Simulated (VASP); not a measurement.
Band structure of Cu₃Au (L1_2). Calculation: RPBE GGA, VASP's PBE PAW potentials (set 64) (plane waves; VASP 6.6.1).

Unless said otherwise, spin-orbit coupling is left out, though it shifts the bands of the heavy elements here.

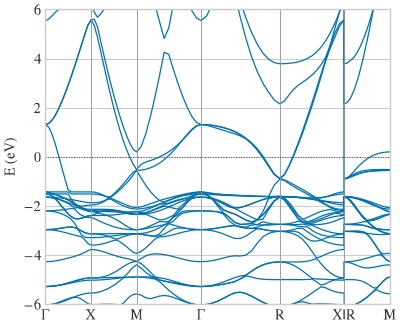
Bands along high-symmetry lines, zero at the valence-band maximum or, without a gap, the Fermi level

Question: Read the plot: is there a gap, and where are the band edges?

Answer: It has no gap at this level: it comes out as a metal or semimetal. (Edges off the drawn lines would not show.)

The compound is Cu3Au in the L1_2 structure. It was relaxed first, which changed the volume by +6 %.
